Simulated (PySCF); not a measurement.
System: C₅H₁₆N₂Si₂, SMILES C[C@@H]1C[SiH2]N[Si@@H]1N(C)C.

Vertical TDDFT excitations, PBE0/def2-SVPD, PySCF 2.14.0, at a PBE0-D3(BJ)/def2-SVP geometry (no frequency check), gas phase.

Q: Where does it absorb, and how strongly?

A: The lowest singlet lies at 5.55 eV (223 nm, f = 0.006); the brightest of the first 10 is S2 at 5.71 eV (217 nm), f = 0.031, mainly HOMO → LUMO+1 (66 %). No singlet lies below 3.1 eV (beyond 400 nm), so at this level no vertical transition falls in the visible.


```
state  E (eV)  λ (nm)      f          main character
   S1    5.55     223  0.006      HOMO → LUMO (73 %)
   S2    5.71     217  0.031    HOMO → LUMO+1 (66 %)
   S3    6.18     201  0.008    HOMO → LUMO+2 (82 %)
   S4    6.43     193  0.002    HOMO−1 → LUMO (74 %)
   S5    6.48     191  0.016    HOMO → LUMO+3 (62 %)
   S6    6.52     190  0.030    HOMO → LUMO+4 (57 %)
   S7    6.68     186  0.003    HOMO → LUMO+6 (53 %)
   S8    6.86     181  0.014  HOMO−1 → LUMO+1 (72 %)
   S9    6.90     180  0.005    HOMO → LUMO+5 (38 %)
  S10    7.00     177  0.007    HOMO → LUMO+7 (75 %)
```

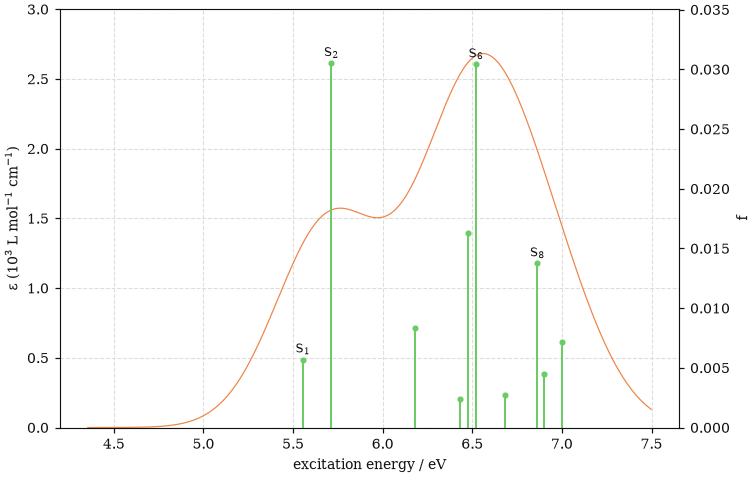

The lowest 10 singlet states are shown; each is broadened by a Gaussian of 1/e half-width 0.40 eV. Sticks give oscillator strengths (right axis).

Known limits of this run: states above the negative HOMO energy depend on the basis; one conformer of a flexible molecule; core orbitals are frozen in the response.
